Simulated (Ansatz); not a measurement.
# A thicker film of BaZrO3 (001), ZrO2 faces from four thinner ones

In a field along its normal an insulating film takes a dipole p. Written as a length, p/(ε₀AE), it should grow by 1 − 1/ε for each ångström added.

Set-up. Ansatz 0.2.0, plane waves with PAW datasets (its set soft_2), PBE; perovskite films relaxed at a bulk in-plane lattice constant near the measured one, then held in weak fields of both signs with a dipole correction (A is the cell's area, E the outer field).

```tsv
run	distance between the outer atoms (Å)	p/(ε₀AE) (Å)
2 units	8.347	8.897
3 units	12.598	12.268
4 units	16.846	15.640
5 units	21.092	19.010
6 units	25.343	?
```

Q: Estimate the withheld value from the rows shown.

A least-squares line through the 4 rows shown has slope 0.7935 and intercept 2.2728; no row lies more than 0.001 Å off it. That slope means ε = 1/(1 − 0.7935) = 4.84. At 25.343 it gives 0.7935 × 25.343 + 2.2728 = 22.382 Å, beyond the rows fitted. Rounding and scatter of the rows alone allow about ±0.002 Å there.

The run itself gives 22.384 Å: a miss of +0.002 Å, or 0.0 % of the value. The length is met to within 1 %, though ε is more sensitive than the length: the two thickest films give ε = 4.85.

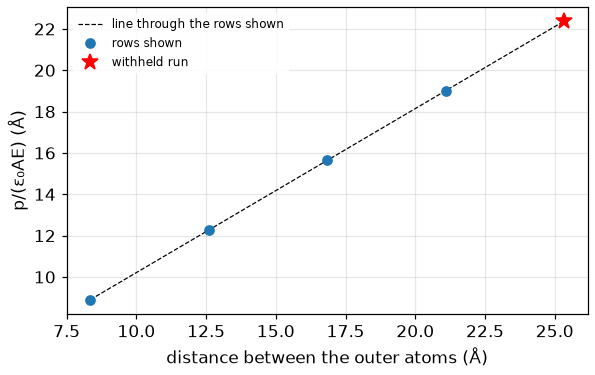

The fit and the withheld run.

**Limits.** This is the electronic response alone. A unit is one step of the cut along the normal (a plane, a pair of planes or a cell), and the layers relax along it, away from their bulk spacing where the functional's lattice constant differs from the one held.

[Logs are printed without paths, hosts, clocks, repeated set-up lines and the standing remarks that a program may print on its own settings, such as how far it seeks lower states.]
